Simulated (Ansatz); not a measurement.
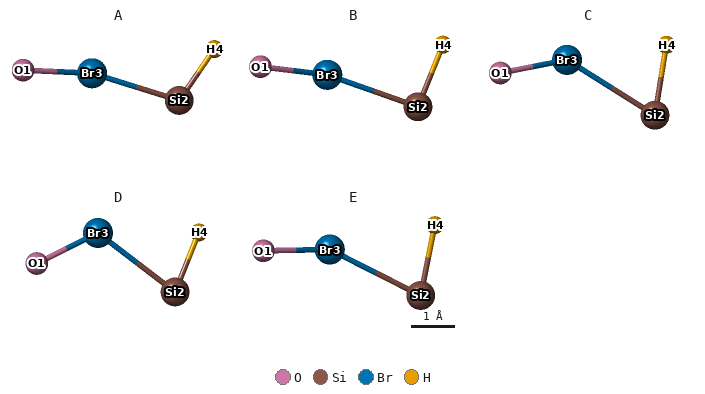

5 geometries from one relaxation of SiHOBr, in shuffled order. The picture is a ball-and-stick view, seen at a tilt.

It is one of the separated reactants of a reaction.

The calculation used Ansatz, RKS PBE-D4/def2-SVP. (force threshold 0.03 eV/Å; at most 250 steps)

Question: Order the frames from highest to lowest energy.

Answer: A, B, E, C, D. They are steps 0, 1, 2, 3, 8, at +1.746 eV, +1.325 eV, +0.843 eV, +0.499 eV relative to the last. After 7 accepted moves (8 points after the start) the energy has fallen by 1.746 eV. Largest force component: 3 eV/Å at the start, 0.016 eV/Å at the end. The line search rejected the trial step at point 5 of the run. The largest move after the best rigid fit is that of Br3, 0.55 Å. Largest moves by element: Br 0.55 Å, O 0.47 Å, H 0.37 Å, Si 0.29 Å. Near-neighbour distances that change, for instance: O1–Br3 1.860 → 1.707 Å, Si2–Br3 2.179 → 2.305 Å, Si2–H4 1.476 → 1.557 Å. Bond angles that change, for instance: O1–Br3–Si2 156.7° → 117.5°, Br3–Si2–H4 108.3° → 77.6°. Groups turn about Si2–Br3 by about 50°. Cost: 10 s on 2 threads of Arm Neoverse V2, with other jobs on the host.
